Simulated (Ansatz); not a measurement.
Rock-salt LaSe, treated with PBEsol (Ansatz, a first-principles code, PAW).

Numerical settings: plane-wave cutoff 520 eV, 16×16×16 k mesh, Fermi–Dirac smearing 0.05 eV, scalar-relativistic PAW data made under PBE.

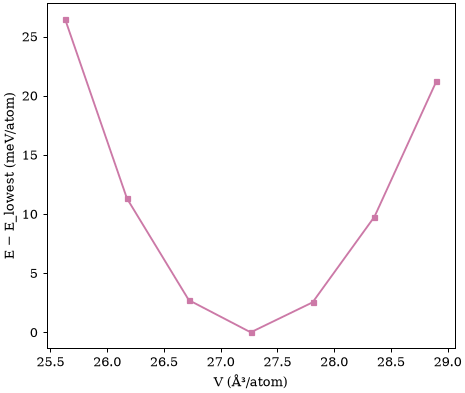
Figure: Total energy against volume

Problem. From the curve, estimate the equilibrium volume and the bulk modulus.

Solution. V0 ≈ 27.3 Å³/atom and B0 ≈ 77 GPa; the fit gives V0 = 27.264 Å³/atom, B0 = 77.1 GPa, B′ = 4.6.

Spin–orbit coupling is not included; it can open a gap where bands touch, and shift volumes and moduli.
